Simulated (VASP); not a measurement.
Band structure of K$_{2}$S (antifluorite). Calculation: PBE GGA with D3 dispersion (zero damping), VASP's PBE PAW potentials (set 64) (plane waves; VASP).

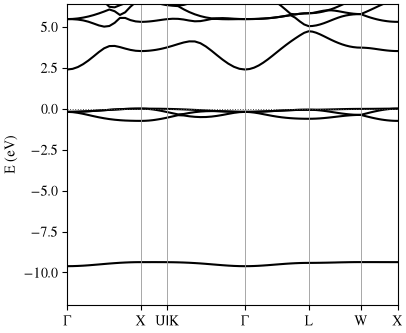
Figure. Bands along high-symmetry lines, zero at the valence-band maximum or, without a gap, the Fermi level

Q: Read the plot: is there a gap, and where are the band edges?

A: The gap is indirect, 2.39 eV, from the valence maximum at X to the conduction minimum at Γ. (Edges off the drawn lines would not show.)

The compound is K2S in the antifluorite structure. It was relaxed first.
